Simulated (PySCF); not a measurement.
Ge₂H₉NSi (SMILES N[SiH]([GeH3])[GeH3])

The calculation's input:

```
{"job": {"kind": "uv", "xc": "PBE0", "basis": "def2-SVPD", "nstates": 8, "ntriplets": 3}, "charge": 0, "multiplicity": 1}
N      0.229990     1.922025     0.513662
Si    -0.062362     0.498460    -0.411560
Ge     1.764627    -0.986197    -0.439147
Ge    -1.987688    -0.468947     0.489351
H      1.093866     2.426632     0.395499
H     -0.071952     1.969487     1.473082
H     -0.291924     0.963446    -1.785972
H      3.031826    -0.361661    -0.956270
H      2.205088    -1.535073     0.890229
H      1.628506    -2.221453    -1.279515
H     -1.880810    -0.914230     1.921225
H     -2.464047    -1.706144    -0.210192
H     -3.199509     0.414140     0.503288
```

Command:

```sh
OMP_NUM_THREADS=1 python probes_run.py task.json out
```

Geometry: GFN2-xTB.

These are results of PySCF, PBE0/def2-SVPD, SCF density, gas phase, not measurements.

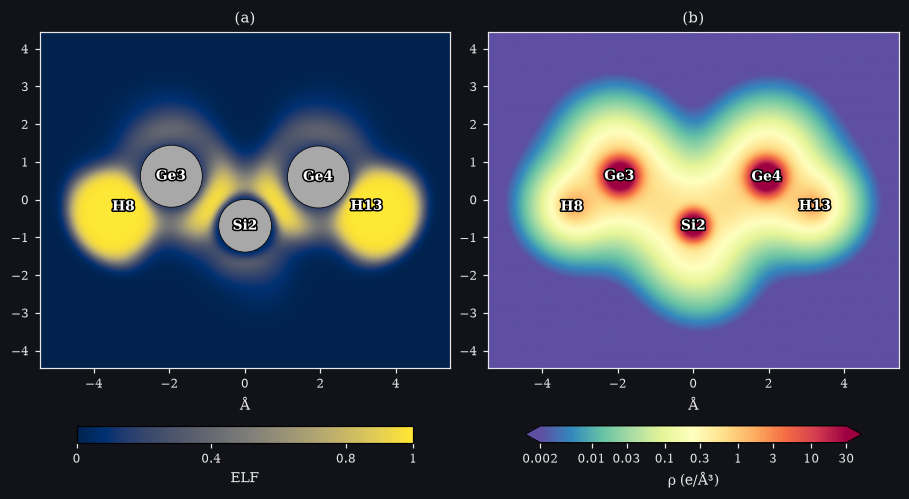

Figure 1. (a) electron localisation function; (b) total electron density on the plane of atoms Si2, Ge4 and H13. Grey discs cover the atomic cores in the ELF map.

### Interpret the plot.

Atoms in the plane: Si, Ge and H. Si–Ge (2.34 Å): ρ is about 0.65 e/Å³ halfway; the ELF peaks at about 0.95 between the atoms; localised, covalent bonding. Ge–H (1.50 Å): ρ at the midpoint is about 1.1 e/Å³; the ELF climbs to about 1 towards the hydrogen.

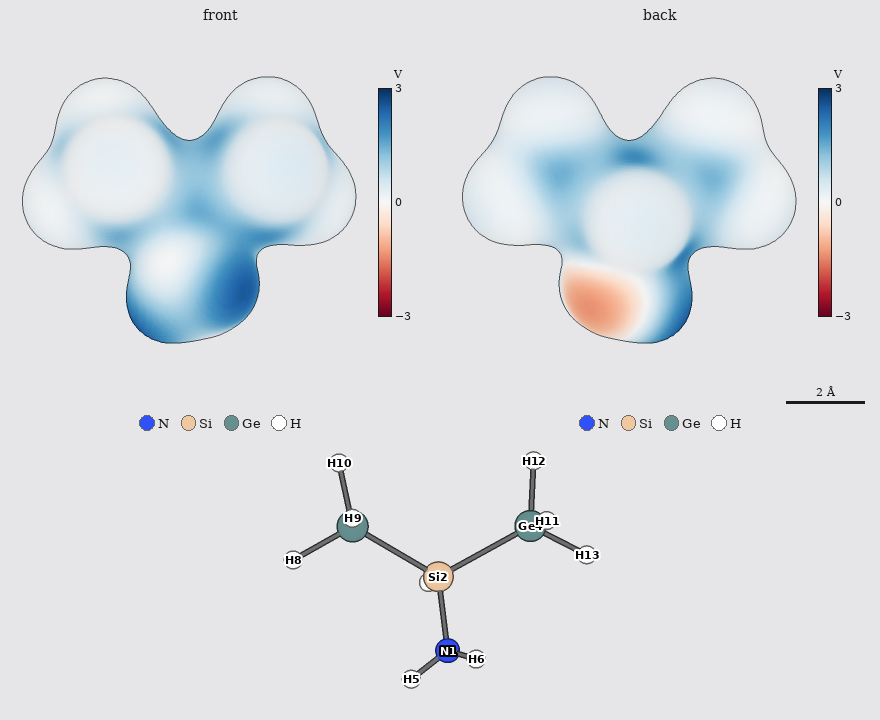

Figure 2. The molecular electrostatic potential painted on the density surface at 0.004 e/bohr³, seen from the front and from behind; the colour scale runs from red (negative) to blue (positive). The bare structure is drawn below in the same view.

### Where is the surface potential most negative and most positive?

The most negative region (about −1.2 V) lies over N1, the most positive (about +2.4 V) over H5 and H6. N1 is the likeliest acceptor of a hydrogen bond.

### What dipole moment does the calculation give?

Its dipole moment is 1.33 D.
